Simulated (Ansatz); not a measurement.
A series of calculations on CH6NPSi

Part 1: Relaxation

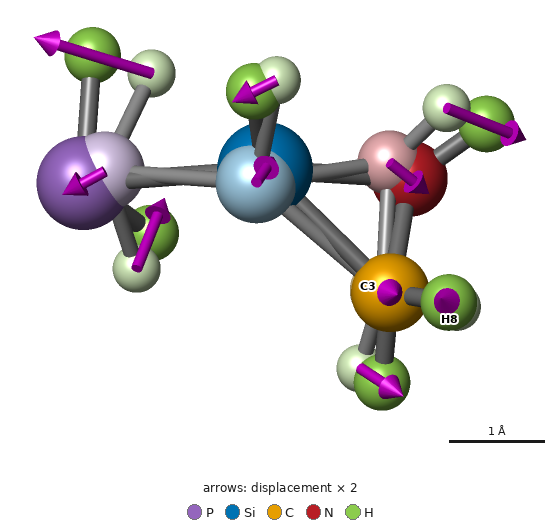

This is a relaxation of CH₆NPSi. The starting structure is drawn faded, the final one solid; purple arrows show the displacements, magnified 2 times. The two geometries are superimposed by the best rigid fit.

The picture is a ball-and-stick view, seen at a tilt.

The run prepares an end point of a later path (inversion) calculation, from a guessed geometry.

Level of theory: RKS revPBE-D4/def2-SVP in Ansatz 0.2.0. Settings: no spin polarisation; force threshold 0.015 eV/Å; at most 40 steps.

Describe the change and its energy.

Answer. The energy falls by 1.180 eV in 11 accepted moves (12 points after the start). Largest force component: 4.3 eV/Å at the start, 0.012 eV/Å at the end. The line search rejected the trial step at point 7 of the run. The largest move after the best rigid fit is that of an H atom, 0.73 Å. By element the largest moves are H 0.73 Å, N 0.30 Å, Si 0.29 Å, P 0.26 Å, C 0.22 Å. Among the contacts that change: P–Si 2.121 → 2.264 Å, H–N 0.948 → 1.027 Å, C–H 1.040 → 1.107 Å, C–N 1.454 → 1.501 Å. Among the angles between lasting bonds that change: N–Si–H 100.1° → 120.3°, P–Si–N 104.2° → 118.6°, Si–N–H 109.4° → 123.5°.

Part 2: Relaxation

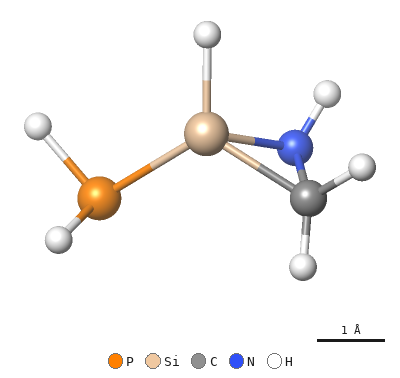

Starting structure of CH$_{6}$NPSi. A ball-and-stick model, seen at a tilt.

The run prepares an end point of a later path (inversion) calculation, from a guessed geometry.

The calculation used RKS revPBE-D4/def2-SVP (Ansatz).

Input
```yaml
crystal:
  periodic: [false, false, false]
  atoms:
    - { symbol: P, position_ang: [-1.8988, 0.9775, -0.1463] }
    - { symbol: Si, position_ang: [0.0203, 0.5796, 0.6634] }
    - { symbol: C, position_ang: [0.6349, -1.1247, 0.4331] }
    - { symbol: "N", position_ang: [0.8845, -0.173, -0.6376] }
    - { symbol: H, position_ang: [-2.71283, 0.64354, 0.94045] }
    - { symbol: H, position_ang: [-1.9605, 2.3843, 0.08885] }
    - { symbol: H, position_ang: [0.9597, 1.7057, 0.9878] }
    - { symbol: H, position_ang: [1.5925, -1.372, 1.0004] }
    - { symbol: H, position_ang: [-0.0657, -1.8905, 0.3679] }
    - { symbol: H, position_ang: [1.7628, 0.1806, -0.6776] }
basis:
  gaussian: { orbitals: def2-SVP }
hamiltonian:
  xc: revpbe
  dispersion: d4
relax:
  f_tol: 0.015
  max_steps: 40
output:
  orbitals: {}
```

Run as
```bash
ansatz run input.yaml --threads 1 --pin off --max-ram 2048MiB --backend cpu --events-out ev --progress --plain --runs-dir out
```

### What does the optimiser find from here?

The largest move after the best rigid fit is that of H5, 0.68 Å. Largest moves by element: H 0.68 Å, P 0.32 Å, Si 0.13 Å, C 0.12 Å, N 0.11 Å. Among the contacts that change: P1–Si2 2.121 → 2.260 Å, N4–H10 0.948 → 1.027 Å, C3–H9 1.040 → 1.107 Å, P1–H5 1.398 → 1.444 Å. Bond angles that change, for instance: N4–Si2–H7 100.1° → 118.9°, Si2–N4–H10 109.4° → 120.8°, P1–Si2–N4 104.2° → 113.7°. Over 13 accepted moves (14 points after the start) the energy falls by 95.1 kJ/mol. The largest force component goes from 4.1 to 0.0071 eV/Å. The line search rejected the trial step at point 8 of the run. The run took 52 s on 1 thread of Arm Neoverse V1 (shared host), peak memory 0.15 GiB.

Final geometry:

```xyz
10

P    -2.1918    0.9104   -0.0480
Si   -0.0412    0.5552    0.5485
C     0.7526   -1.1297    0.4177
N     0.9414   -0.1882   -0.7299
H    -2.5857    1.1970    1.3116
H    -1.9733    2.3081   -0.3394
H     0.6108    1.5232    1.4946
H     1.6197   -1.3342    1.0791
H     0.1733   -2.0411    0.1746
H     1.9112    0.1104   -0.8883
```

After the run, drawn alike:

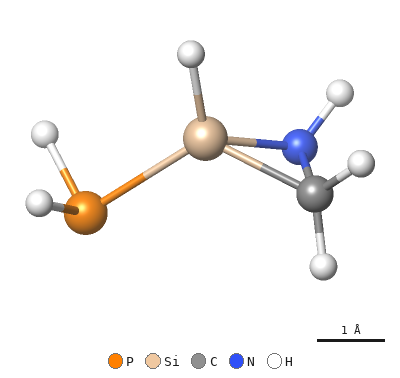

Part 3: Path

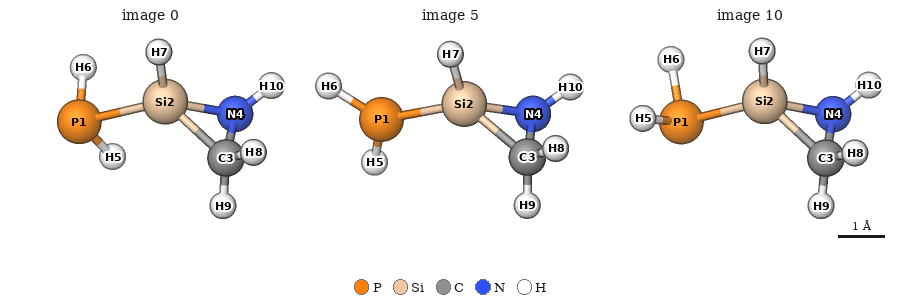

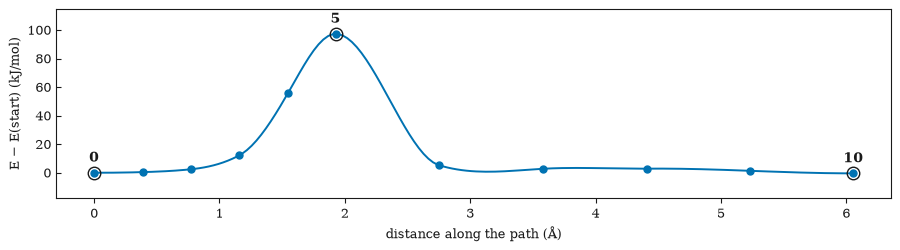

NEB run on CH6NPSi. Images are numbered from 0 (start) to 10 (end). A ball-and-stick model, seen at a tilt.

Method: Ansatz, RKS revPBE-D4/def2-SVP. Set-up: 9 movable images; climbing image; force threshold 0.05 eV/Å; iteration limit 50; starting path through a guess of the saddle point.

Q: Read off the barrier and say what moves.

A: The motion is an umbrella inversion at P1. No bond forms or breaks between the ends. Among the angles between lasting bonds that change up to the highest image: Si2–P1–H5 90.6° → 125.0°, Si2–P1–H6 93.4° → 122.2°. The barrier is about 97.3 kJ/mol in both directions, with image 5 at the top; the ends have nearly the same energy. The band converged in 39 iterations. The largest component of the band force went from 10 to 0.043 eV/Å. The climbing image converged on the top of the path. Its vibrational analysis gives one imaginary mode (664i cm⁻¹), as a transition state must have.
